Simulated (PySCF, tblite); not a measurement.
# C4H7O radical: geometry, infrared bands and EPR parameters

What infrared bands and EPR parameters should C4H7O radical (`O[CH]C1CC1`) show?

Computed with tblite 0.8.0 and PySCF 2.14.0, with density-fitted response routines of our own, on a single molecule in the gas phase. Atoms are numbered from 0 throughout.

### Step 1. Starting geometry

12 atoms, charge 0, multiplicity 2; geometry from: force field or distance geometry start.

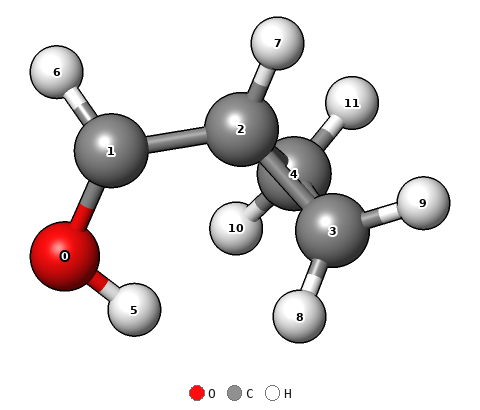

As it starts; oxygen red, carbon grey, hydrogen white, atoms numbered; sticks join atoms by distance.

### Step 2. Optimising the geometry with GFN2-xTB

What the job is given:

```
{"job": {"kind": "relax", "xc": "GFN2-xTB", "basis": "xTB"}, "charge": 0, "multiplicity": 2}
O      1.851100    -0.571400    -0.691700
C      1.305200    -0.588500     0.566200
C     -0.049600    -0.027300     0.732200
C     -0.567500     1.112100    -0.116500
C     -1.011400    -0.296200    -0.416100
H      1.276200     0.019500    -1.258000
H      1.398900    -1.595400     1.031400
H     -0.472800    -0.044900     1.761100
H      0.183400     1.636800    -0.690900
H     -1.301900     1.777700     0.430600
H     -0.606100    -0.758100    -1.333200
H     -2.004300    -0.665000    -0.041200
```

The run is started by

```console
$ OMP_NUM_THREADS=1 python probes_run.py task.json out
```

The driver reads the jobs from task.json and runs them one after another.

**Question.** This job is followed by: GFN2-xTB harmonic vibrations, gas phase; UKS B3LYP, pcH-1 on C H O, non-relativistic, mean-field spin-orbit, GIAO. Predict these results of the whole session: strongest single infrared mode (GFN2-xTB); zero-point energy (GFN2-xTB); g(iso) (B3LYP); ⟨S²⟩; largest a(iso) (averaged by class); surface potential, least and greatest.

As calculated:

| quantity | value |
| --- | --- |
| strongest single infrared mode (GFN2-xTB) | 1408 cm⁻¹, 138 km/mol |
| zero-point energy (GFN2-xTB) | 61.4 kcal/mol |
| g(iso) (B3LYP) | 2.00312 |
| ⟨S²⟩ | 0.755 (exact 0.75) |
| largest a(iso) (averaged by class) | 13C on C1, 82.1 MHz |
| surface potential, least and greatest | -1.40 V and 2.22 V |

The optimisation took 58 steps and gained 0.473 eV; among the close pairs (by a distance rule), C3–H9 changed most, from 1.132 to 1.079 Å. No mode is imaginary among the 30: a minimum at this level. The strongest single mode, at 1408 cm⁻¹, moves mainly C1 and C2. GFN2-xTB is a fitted tight-binding method: band positions and strengths are rough. Its intensities can rank the bands wrongly. C1 carries the largest spin population, 0.86 e. The isotropic g lies 0.8 ppt above the free-electron value.
